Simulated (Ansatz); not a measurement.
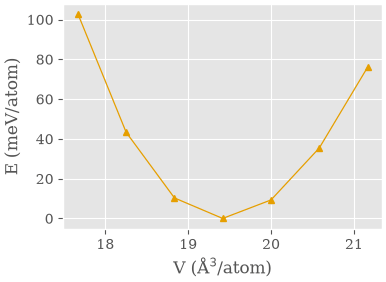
Fig. 1. TaW (rock salt, Fm-3m) under volume change, PBE (plane waves, PAW; program Ansatz), scaled uniformly.

What does a third-order Birch–Murnaghan fit give for V₀, B₀ and B′?

V₀ = 19.42 Å³/atom, B₀ = 179 GPa, B′ = 4.0.

The start of the workflow was typed in or built on a structure type; neither database checked (COD, Materials Project) lists it. Its standing as an ambient phase is unchecked. The PBE relaxation kept the symmetry of its start; its stability against distortions is not shown here. The run is not spin-polarised. Its formation energy is positive at this level, so the cell may be metastable or incomplete. Spin–orbit coupling is left out wherever it is not named.

Potentials: the earlier of the program's two PAW sets.
